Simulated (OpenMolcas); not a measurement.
## Predicting a hybrid from its neighbours: C3H3N

C3H3N: 7 atoms, total charge 0, spin state singlet. As SMILES, `C=CC#N`. Geometry: relaxed at PBE0-D4/def2-TZVP.

The electronic atomisation energy y, in eV, basis 6-311+G(d,p); a is the functional's share of exact exchange. Programs: OpenMolcas 26.06.

```
functional     program     a  y (eV)
      TPSS  OpenMolcas     0   32.96
       PBE  OpenMolcas     0   34.05
     B3LYP  OpenMolcas   0.2   32.76
      PBE0  OpenMolcas  0.25       ?
     BHLYP  OpenMolcas   0.5   31.35
```

Problem. Fit y = c + s·a to the known rows and predict PBE0.

Solution. 
1. Means of the 4 rows: a = 0.1750, y = 32.780.
2. Σ(Δa)² = 0.1675, Σ(Δa·Δy) = -0.719, so the slope is -0.719/0.1675 = -4.2925.
3. Intercept: 32.780 − (-4.2925) × 0.1750 = 33.531. The largest residual of the fit is 0.57.
4. PBE0: 33.531 + (-4.2925) × 0.25 = 32.46 eV.

The run gave 33.02 eV, so the prediction is off by -0.56 eV, within the scatter of the fit. The rows mix families of semi-local functionals, which the line can't see.

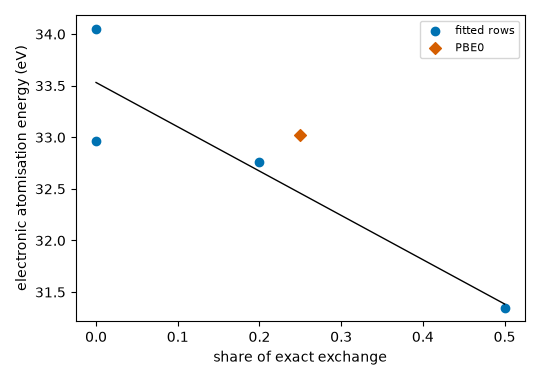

The fitted line, with the withheld row.
